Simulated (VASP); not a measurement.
Band structure of GaSe (space group P6_3/mmc). These are PBE GGA, VASP's PBE PAW potentials (set 64) (plane waves; VASP) values and carry that method's errors.

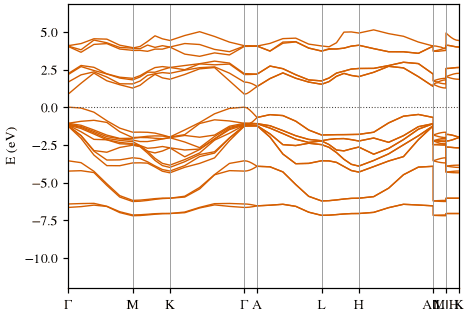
*Bands along high-symmetry lines, zero at the valence-band maximum or, without a gap, the Fermi level*

### Question
Read the plot: is there a gap, and where are the band edges?

### Answer
The gap is direct, 0.86 eV, from the valence maximum at Γ to the conduction minimum at Γ.

The structure comes from a computed database's GaSe entry (P6_3/mmc), a phase known from measurement. The cell was not relaxed at this level.
